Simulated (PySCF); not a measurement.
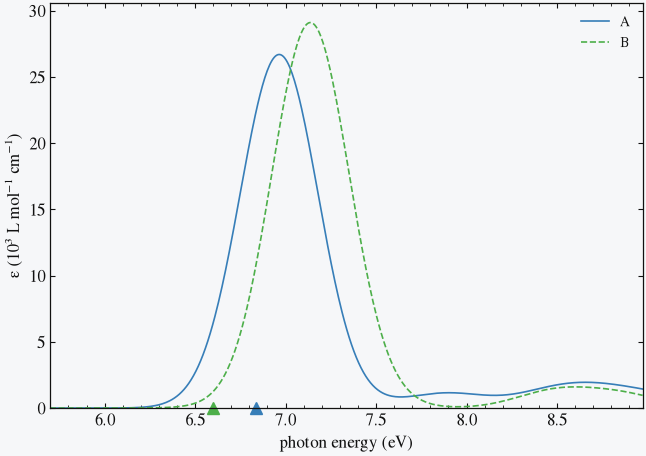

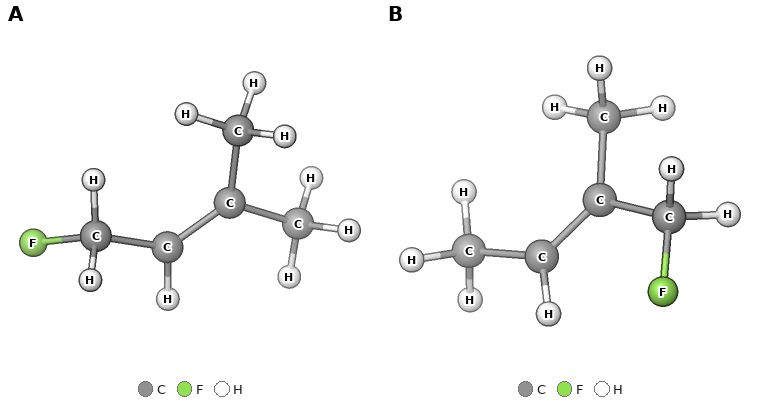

Related molecules: A is C₅H₉F, SMILES CC(C)=CCF; B is C₅H₉F, SMILES C/C=C(\C)CF. Vertical TDDFT absorption, CAM-B3LYP/def2-SVPD in PySCF 2.14.0, at a PBE0-D3(BJ)/def2-SVP geometry (no frequency check); Gaussians of 1/e half-width 0.30 eV, triangles mark S1, and the range ends where the computed states of one molecule run out.

### How does the lowest singlet move?

A: 6.84 eV (f = 0.041, mainly HOMO → LUMO+1 (77 %)); B: 6.60 eV (f = 0.001, mainly HOMO → LUMO (93 %)). From A to B it shifts 0.24 eV to the red; the leading orbital pair differs.

### And the brightest state of each within the range drawn?

A: S2 at 6.97 eV, f = 0.46; B: S2 at 7.13 eV, f = 0.53.

Limits of at least one run: core orbitals are frozen in the response; one conformer of a flexible molecule; states above the negative HOMO energy depend on the basis.
